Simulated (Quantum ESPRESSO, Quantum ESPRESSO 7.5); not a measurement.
# 1T-HfO2, 2 layers, AA stacking: a series in the field along the normal

Aim: how the results for 1T-HfO2, 2 layers, AA stacking change with the field along the normal.

Calculated with Quantum ESPRESSO 7.5; plane-wave DFT, PBE, GBRV ultrasoft pseudopotentials (geometry by pw.x at PBE-D3(BJ), GBRV ultrasoft).

**1. Set-up**

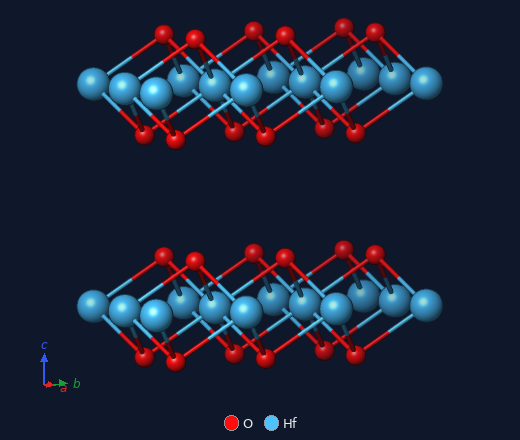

The cell as given, from the side, with the c axis up (oxygen red, hafnium blue). 2×3×1 cells are drawn. Some periodic images of atoms are drawn too.

The cell holds 6 atoms: 4 O and 2 Hf. Cell: a = 3.240 Å, b = 3.240 Å, c = 25.237 Å, α = 90.0°, β = 90.0°, γ = 120.0°. It derives from HfO2. Vacuum lies along c.

Set-up: Cell and atoms are relaxed without a field with a D3(BJ) correction and then held. Sawtooth field with dipole correction, 17 Å of vacuum in the starting cell, Fermi-Dirac smearing of 0.002 Ry; bands along a path at each field.

Members -0.05, 0.1, -0.1, 0.2, -0.2, 0.3 and -0.3 took the same steps and show in the table alone.

This sheet is a model structure: its symmetry is held, and its stability is not tested here.

**2. Relaxing cell and ions of the reference**

What the set-up leaves free in this member is relaxed.

ref.relax.in

```
&control
  prefix = 'ref.relax'
  outdir = './out'
  pseudo_dir = './pseudo'
  nstep = 80
  forc_conv_thr = 0.0004
  calculation = 'vc-relax'
  etot_conv_thr = 1e-06
/
&system
  ibrav = 0
  nat = 6
  ntyp = 2
  ecutwfc = 50
  ecutrho = 250
  vdw_corr = 'grimme-d3'
  dftd3_version = 4
  occupations = 'smearing'
  smearing = 'fd'
  degauss = 0.004
/
&electrons
  conv_thr = 1e-09
  mixing_beta = 0.4
  electron_maxstep = 120
  mixing_mode = 'plain'
/
&ions
/
&cell
  cell_dofree = '2Dxy'
  press_conv_thr = 0.3
/
ATOMIC_SPECIES
  O   15.9990  o_pbe_v1.2.uspp.F.UPF
  Hf  178.4900  hf_pbe_v1.uspp.F.UPF
CELL_PARAMETERS angstrom
  3.24000000000000 0.00000000000000 0.00000000000000
  -1.62000000000000 2.80592230826158 0.00000000000000
  0.00000000000000 0.00000000000000 25.23718175173380
ATOMIC_POSITIONS crystal
  O   0.666666666700 0.333333333300 0.336804643388
  Hf  0.000000000000 0.000000000000 0.386703061140
  O   0.333333333300 0.666666666700 0.436601478892
  O   0.666666666700 0.333333333300 0.563398521108
  Hf  0.000000000000 0.000000000000 0.613296938860
  O   0.333333333300 0.666666666700 0.663195356612
K_POINTS automatic
  12 12 1 0 0 0
```

On the command line:

```sh
$ OMP_NUM_THREADS=1 mpirun -n 4 pw.x -nk 4 -in ref.relax.in > ref.relax.out
```

The log of the run:

```text
Program PWSCF v.7.5 starts
[citation notice left out]

     Parallel version (MPI & OpenMP), running on       4 processor cores
     Number of MPI processes:                 4
     Threads/MPI process:                     1

     MPI processes distributed on     1 nodes
[...]
Current dimensions of program PWSCF are:
     Max number of different atomic species (ntypx) = 10
     Max number of k-points (npk) =  40000
     Max angular momentum in pseudopotentials (lmaxx) =  4
     Message from routine setup:
     using ibrav=0 with symmetry is DISCOURAGED, use correct ibrav instead

     K-points division:     npool     =       4
     Subspace diagonalization in iterative solution of the eigenvalue problem:
     a serial algorithm will be used

     G-vector sticks info
     --------------------
     sticks:   dense  smooth     PW     G-vecs:    dense   smooth      PW
     Sum         649     511    151               103549    73925   12147

     Using Slab Decomposition

     bravais-lattice index     =            0
     lattice parameter (alat)  =       6.1227  a.u.
     unit-cell volume          =    1548.3107 (a.u.)^3
     number of atoms/cell      =            6
     number of atomic types    =            2
     number of electrons       =        48.00
     number of Kohn-Sham states=           29
     kinetic-energy cutoff     =      50.0000  Ry
     charge density cutoff     =     250.0000  Ry
     scf convergence threshold =      1.0E-09
     mixing beta               =       0.4000
     number of iterations used =            8  plain     mixing
     energy convergence thresh.=      1.0E-06
     force convergence thresh. =      4.0E-04
     press convergence thresh. =      3.0E-01
     Exchange-correlation= SLA  PW   PBE  PBE
                           (   1   4   3   4   0   0   0)
     nstep                     =           80

     celldm(1)=   6.122713  celldm(2)=   0.000000  celldm(3)=   0.000000
     celldm(4)=   0.000000  celldm(5)=   0.000000  celldm(6)=   0.000000

     crystal axes: (cart. coord. in units of alat)
               a(1) = (   1.000000   0.000000   0.000000 )
               a(2) = (  -0.500000   0.866025   0.000000 )
               a(3) = (   0.000000   0.000000   7.789254 )

     reciprocal axes: (cart. coord. in units 2 pi/alat)
               b(1) = (  1.000000  0.577350 -0.000000 )
               b(2) = (  0.000000  1.154701  0.000000 )
               b(3) = (  0.000000 -0.000000  0.128382 )

     PseudoPot. # 1 for O  read from file:
     ./pseudo/o_pbe_v1.2.uspp.F.UPF
     Pseudo is Ultrasoft + core correction, Zval =  6.0
     Generated by new atomic code, or converted to UPF format
     Using radial grid of  737 points,  5 beta functions with:
                l(1) =   0
                l(2) =   0
                l(3) =   1
                l(4) =   1
                l(5) =   2
     Q(r) pseudized with  8 coefficients,  rinner =    0.900   0.900   0.900
                                                       0.900   0.900

     PseudoPot. # 2 for Hf read from file:
     ./pseudo/hf_pbe_v1.uspp.F.UPF
     Pseudo is Ultrasoft + core correction, Zval = 12.0
     Generated by new atomic code, or converted to UPF format
     Using radial grid of  921 points,  8 beta functions with:
                l(1) =   0
                l(2) =   0
                l(3) =   0
                l(4) =   1
                l(5) =   1
                l(6) =   2
                l(7) =   2
                l(8) =   3
     Q(r) pseudized with  6 coefficients,  rinner =    1.200   1.200   1.200
                                                       1.200   1.200   1.200
                                                       1.200

     atomic species   valence    mass     pseudopotential
     O                 6.00    15.99900     O ( 1.00)
     Hf               12.00   178.49000     Hf( 1.00)

     12 Sym. Ops., with inversion, found

   Cartesian axes

     site n.     atom                  positions (alat units)
         1        O      tau(   1) = (   0.5000000   0.2886751   2.6234568  )
         2        Hf     tau(   2) = (   0.0000000   0.0000000   3.0121282  )
         3        O      tau(   3) = (  -0.0000000   0.5773503   3.4007997  )
         4        O      tau(   4) = (   0.5000000   0.2886751   4.3884540  )
         5        Hf     tau(   5) = (   0.0000000   0.0000000   4.7771254  )
         6        O      tau(   6) = (  -0.0000000   0.5773503   5.1657968  )

     --------------------------------------------
     DFT-D3 Dispersion Correction (3-body terms):
     --------------------------------------------
       Reference C6 values for interpolation:

         atom   Coordination number   C6
         O          0.000            31.01
         O          0.993            25.63
         O          1.989            20.74
         Hf         0.000          2882.48
         Hf         1.925          1560.77
         Hf         3.884           841.95

       Values used:

         atom   Coordination number  R0_AB[au]  C6      C8
         O          2.873            2.345     20.74    418.58
         Hf        11.089            4.011    841.95 170130.07
         O          2.877            2.345     20.74    418.58
         O          2.877            2.345     20.74    418.58
         Hf        11.089            4.011    841.95 170130.07
         O          2.873            2.345     20.74    418.58

         Molecular C6 ( Ry / a.u.^6 ) =      5638.65

     number of k points=    19  Fermi-Dirac smearing, width (Ry)=  0.0040
                       cart. coord. in units 2pi/alat
        k(    1) = (   0.0000000   0.0000000   0.0000000), wk =   0.0138889
        k(    2) = (   0.0000000   0.0962250   0.0000000), wk =   0.0833333
        k(    3) = (   0.0000000   0.1924501   0.0000000), wk =   0.0833333
        k(    4) = (   0.0000000   0.2886751   0.0000000), wk =   0.0833333
        k(    5) = (   0.0000000   0.3849002   0.0000000), wk =   0.0833333
        k(    6) = (   0.0000000   0.4811252   0.0000000), wk =   0.0833333
        k(    7) = (   0.0000000  -0.5773503   0.0000000), wk =   0.0416667
        k(    8) = (   0.0833333   0.1443376   0.0000000), wk =   0.0833333
        k(    9) = (   0.0833333   0.2405626   0.0000000), wk =   0.1666667
        k(   10) = (   0.0833333   0.3367877   0.0000000), wk =   0.1666667
[...]
k(   19) = (   0.3333333   0.5773503   0.0000000), wk =   0.0277778

     Dense  grid:   103549 G-vectors     FFT dimensions: (  32,  32, 243)

[...]
total energy              =    -448.03019413 Ry
     estimated scf accuracy    <       0.02227287 Ry

[...]
iteration # 10     ecut=    50.00 Ry     beta= 0.40
[...]
negative rho (up, down):  2.335E-01 0.000E+00

[...]
End of self-consistent calculation

[...]
the Fermi energy is    -0.8345 ev

!    total energy              =    -448.03285380 Ry
     estimated scf accuracy    <          2.7E-10 Ry
     smearing contrib. (-TS)   =      -0.00000000 Ry
     internal energy E=F+TS    =    -448.03285380 Ry

     The total energy is F=E-TS. E is the sum of the following terms:
     one-electron contribution =   -2767.77589465 Ry
     hartree contribution      =    1388.93757518 Ry
     xc contribution           =    -180.82227304 Ry
     ewald contribution        =    1111.68356206 Ry
     DFT-D3 Dispersion         =      -0.05582335 Ry

     convergence has been achieved in  10 iterations

     negative rho (up, down):  2.335E-01 0.000E+00

     Forces acting on atoms (cartesian axes, Ry/au):

     atom    1 type  1   force =    -0.00000000    0.00000000    0.05648648
     atom    2 type  2   force =     0.00000000   -0.00000000    0.00089257
     atom    3 type  1   force =    -0.00000000    0.00000000   -0.05436354
     atom    4 type  1   force =     0.00000000   -0.00000000    0.05436354
     atom    5 type  2   force =     0.00000000   -0.00000000   -0.00089257
     atom    6 type  1   force =     0.00000000   -0.00000000   -0.05648648

     Total force =     0.110878     Total SCF correction =     0.000049

     Computing stress (Cartesian axis) and pressure

     negative rho (up, down):  2.335E-01 0.000E+00
          total   stress  (Ry/bohr**3)                   (kbar)     P=      -13.10
   0.00002744  -0.00000000   0.00000000            4.04       -0.00        0.00
  -0.00000000   0.00002744   0.00000000           -0.00        4.04        0.00
   0.00000000   0.00000000  -0.00032198            0.00        0.00      -47.37

     Energy error            =      6.5E-02 Ry
     Gradient error          =      5.6E-02 Ry/Bohr
     Cell gradient error     =      4.0E+00 kbar

     number of scf cycles    =   3
     number of bfgs steps    =   2

     enthalpy           old  =    -447.9675633586 Ry
     enthalpy           new  =    -448.0328538026 Ry

     CASE: enthalpy          _new < enthalpy          _old

     new trust radius        =       0.1528062787 bohr
     new conv_thr            =       0.0000000010 Ry

     new unit-cell volume =   1481.20076 a.u.^3 (   219.49131 Ang^3 )
     density =      3.18485 g/cm^3

CELL_PARAMETERS (angstrom)
   3.169004962   0.000000000   0.000000000
  -1.584502481   2.744438802   0.000000000
   0.000000000   0.000000000  25.237181752

ATOMIC_POSITIONS (crystal)
O                0.6666666667        0.3333333333        0.3471475614
Hf               0.0000000000       -0.0000000000        0.3868277029
O                0.3333333333        0.6666666667        0.4264184846
O                0.6666666667        0.3333333333        0.5735815154
Hf              -0.0000000000       -0.0000000000        0.6131722971
O                0.3333333333        0.6666666667        0.6528524386

[...]
NEW-OLD atomic charge density approx. for the potential
     New effective cutoffs (rho, wfc):  260.86   52.25

     Check: negative core charge=   -0.000005

     negative rho (up, down):  2.348E-01 0.000E+00

     total cpu time spent up to now is      110.8 secs

     per-process dynamical memory:   123.2 Mb

[...]
!    total energy              =    -448.04878810 Ry
[...]
Total force =     0.003693     Total SCF correction =     0.000052
[...]
number of bfgs steps    =   3
[...]
new trust radius        =       0.0431310797 bohr
[...]
!    total energy              =    -448.05229040 Ry
[...]
Total force =     0.004824     Total SCF correction =     0.000003
[...]
number of bfgs steps    =   4
[...]
new trust radius        =       0.0474441877 bohr
[...]
!    total energy              =    -448.05490207 Ry
[...]
Total force =     0.003728     Total SCF correction =     0.000012
[...]
number of bfgs steps    =   5
[...]
new trust radius        =       0.0704253186 bohr
[...]
!    total energy              =    -448.05640522 Ry
[...]
Total force =     0.002367     Total SCF correction =     0.000013
[...]
number of bfgs steps    =   6
[...]
!    total energy              =    -448.05996605 Ry
[...]
Total force =     0.000708     Total SCF correction =     0.000026
[...]
number of bfgs steps    =  20
[...]
new trust radius        =       0.0099488946 bohr
[...]
Self-consistent Calculation

     iteration #  1     ecut=    50.00 Ry     beta= 0.40
     Davidson diagonalization with overlap
     ethr =  1.00E-06,  avg # of iterations =  3.0

     Threshold (ethr) on eigenvalues was too large:
     Diagonalizing with lowered threshold

     Davidson diagonalization with overlap
     ethr =  2.84E-08,  avg # of iterations =  2.8

     negative rho (up, down):  2.371E-01 0.000E+00

     total cpu time spent up to now is      852.3 secs

     total energy              =    -448.06018542 Ry
     estimated scf accuracy    <       0.00001815 Ry

[...]
iteration # 10     ecut=    50.00 Ry     beta= 0.40
[...]
negative rho (up, down):  2.370E-01 0.000E+00

[...]
End of self-consistent calculation

          k = 0.0000 0.0000 0.0000 (  9131 PWs)   bands (ev):

   -62.5053 -62.5053 -31.3815 -31.3790 -30.9197 -30.9197 -30.9196 -30.9196
   -19.4416 -19.3919 -17.5760 -17.5128  -5.9739  -5.9739  -5.9612  -5.9612
    -5.7760  -5.3875  -3.2804  -2.7154  -2.6556  -2.6556  -2.6265  -2.6265
     2.7757   2.7757   2.8133   2.8133   2.9727

          k = 0.0000 0.0959 0.0000 (  9160 PWs)   bands (ev):

   -62.5029 -62.5029 -31.3705 -31.3680 -30.9770 -30.9768 -30.9297 -30.9296
   -19.3314 -19.2822 -17.6439 -17.5840  -5.9608  -5.9258  -5.8898  -5.8749
    -5.6684  -5.3185  -3.1938  -2.9329  -2.9131  -2.7568  -2.7212  -2.6176
     2.7613   2.8088   2.9391   3.2070   3.5880

          k = 0.0000 0.1918 0.0000 (  9200 PWs)   bands (ev):

   -62.4965 -62.4965 -31.3407 -31.3385 -31.1285 -31.1283 -30.9568 -30.9567
   -19.0392 -18.9921 -17.8158 -17.7643  -5.9134  -5.7915  -5.6615  -5.6407
    -5.4129  -5.1802  -3.6514  -3.5247  -2.9958  -2.9496  -2.7952  -2.4797
     2.6787   2.7893   3.3564   3.6639   3.9148

          k = 0.0000 0.2877 0.0000 (  9246 PWs)   bands (ev):

   -62.4878 -62.4877 -31.3420 -31.3415 -31.2838 -31.2823 -30.9936 -30.9935
   -18.6954 -18.6540 -17.9833 -17.9415  -5.8835  -5.7023  -5.3623  -5.3325
    -5.1878  -5.1038  -4.1545  -3.8130  -3.2448  -3.1911  -2.5435  -2.4075
     2.6013   2.7541   3.8662   3.8700   3.9002

          k = 0.0000 0.3836 0.0000 (  9284 PWs)   bands (ev):

   -62.4790 -62.4790 -31.5228 -31.5224 -31.2499 -31.2482 -31.0301 -31.0300
   -18.5855 -18.5560 -17.9001 -17.8653  -6.1646  -6.0300  -5.1018  -5.0611
    -5.0025  -4.8191  -4.0233  -3.6435  -3.3957  -3.3386  -2.5891  -2.4506
     2.5362   2.7110   3.7752   3.9573   4.3318

          k = 0.0000 0.4794 0.0000 (  9274 PWs)   bands (ev):

   -62.4725 -62.4725 -31.6559 -31.6555 -31.2184 -31.2169 -31.0566 -31.0565
   -18.6749 -18.6557 -17.6554 -17.6302  -6.5468  -6.4460  -4.9614  -4.9115
    -4.6060  -4.3894  -3.7247  -3.4902  -3.4236  -3.3651  -2.8325  -2.5894
     2.4620   2.6507   3.6280   3.8026   4.6419

[...]
-4.4919  -
[key lines of the parts left out:]
total energy              =    -448.06019046 Ry
the Fermi energy is     1.0048 ev
convergence has been achieved in  14 iterations
```

It took 18 min on 4 MPI ranks of Arm Neoverse V2, shared host; peak memory 1.3 GiB; 72 min of CPU time.

Relaxation path (22 of 28):

| step | energy less that of the first step (eV) | largest force (eV/Å) | volume (Å³) |
| --- | --- | --- | --- |
| 1 | 0.0000 | 4.1684 | 229.44 |
| 2 | -1.3937 | 3.0266 | 224.48 |
| 4 | -2.4988 | 0.0632 | 219.49 |
| 5 | -2.5464 | 0.0791 | 221.96 |
| 6 | -2.5820 | 0.0615 | 224.69 |
| 7 | -2.6024 | 0.0251 | 228.77 |
| 9 | -2.6027 | 0.0264 | 229.08 |
| 10 | -2.6029 | 0.0274 | 229.21 |
| 11 | -2.6033 | 0.0285 | 229.35 |
| 13 | -2.6048 | 0.0317 | 229.73 |
| 14 | -2.6061 | 0.0323 | 229.98 |
| 15 | -2.6078 | 0.0314 | 230.26 |
| 16 | -2.6099 | 0.0251 | 230.50 |
| 18 | -2.6234 | 0.0494 | 231.05 |
| 19 | -2.6346 | 0.0530 | 231.35 |
| 20 | -2.6481 | 0.0430 | 231.69 |
| 22 | -2.6509 | 0.0092 | 231.63 |
| 23 | -2.6539 | 0.0115 | 231.05 |
| 24 | -2.6565 | 0.0130 | 230.41 |
| 25 | -2.6586 | 0.0069 | 229.45 |
| 27 | -2.6590 | 0.0002 | 228.90 |
| 28 | -2.6591 | 0.0005 | 228.90 |

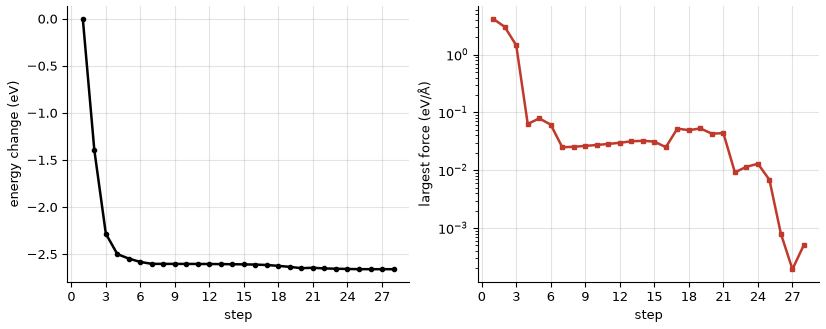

Energy and largest force along the relaxation.

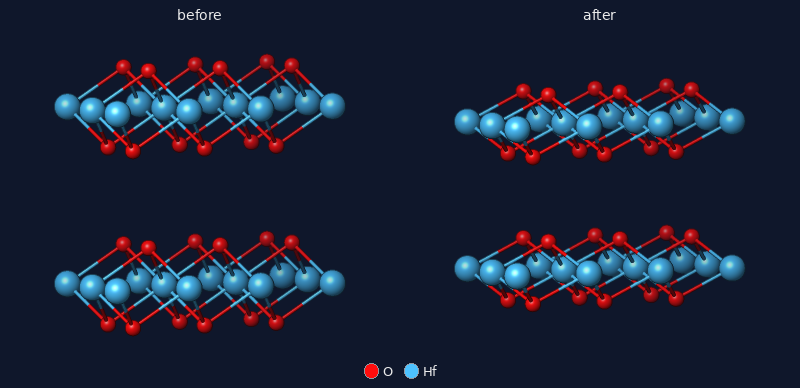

Before and after, at one scale.

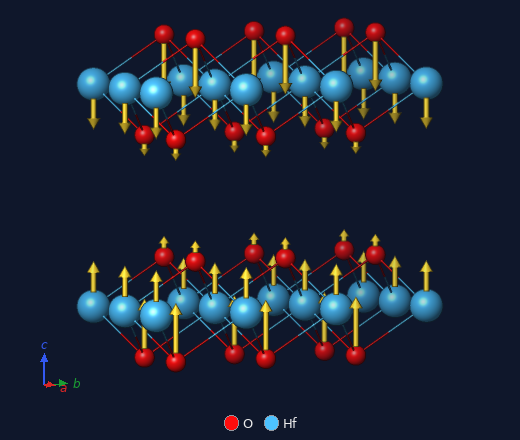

Displacements in the relaxation, exaggerated, measured against the changing cell; the longest in the cell stands for 0.78 Å. 2×3×1 cells are drawn. Some periodic images of atoms are drawn too.

| cell as run | before | after | change |
| --- | --- | --- | --- |
| a (Å) | 3.240 | 3.236 | -0.1 % |
| b (Å) | 3.240 | 3.236 | -0.1 % |

The atoms that moved most (Å, along periodic axes as changes of fractional coordinates times the final cell, across vacuum about the mean position):

| atom | dx | dy | dz | length |
| --- | --- | --- | --- | --- |
| O6 | 0.000 | 0.000 | -0.777 | 0.777 |
| O1 | 0.000 | 0.000 | 0.777 | 0.777 |
| Hf2 | 0.000 | 0.000 | 0.487 | 0.487 |
| Hf5 | 0.000 | 0.000 | -0.487 | 0.487 |
| O3 | 0.000 | 0.000 | 0.196 | 0.196 |
| O4 | 0.000 | 0.000 | -0.196 | 0.196 |

The relaxed structure:

```xyz
6
Lattice="3.2362 0.0000 0.0000 -1.6181 2.8026 0.0000 0.0000 0.0000 25.2372" Properties=species:S:1:pos:R:3
O     1.6181    0.9342    9.2767
Hf    0.0000    0.0000   10.2465
O     0.0000    1.8684   11.2146
O     1.6181    0.9342   14.0226
Hf    0.0000    0.0000   14.9907
O     0.0000    1.8684   15.9605
```

 The last row is no step: it is a fresh SCF in the final cell with a new plane-wave basis, -0 meV from the row before.

Read from the output:

* free energy: -6096.1746 eV
* Fermi energy: 1.136 eV

[end of part 1 of 4]

[Logs are printed without paths, hosts, clocks, repeated set-up lines and the standing remarks that a program may print on its own settings, such as how far it seeks lower states.]

[Hosts, paths, dates, database ids (printed as entryN), source tags and the programs' standing remarks are cut or masked in the printed files.]

[Maps of the electrostatic potential energy from Ansatz leave out the sawtooth potential of an applied field or a dipole correction, so their vacuum need not be flat; planar profiles and work functions include it.]
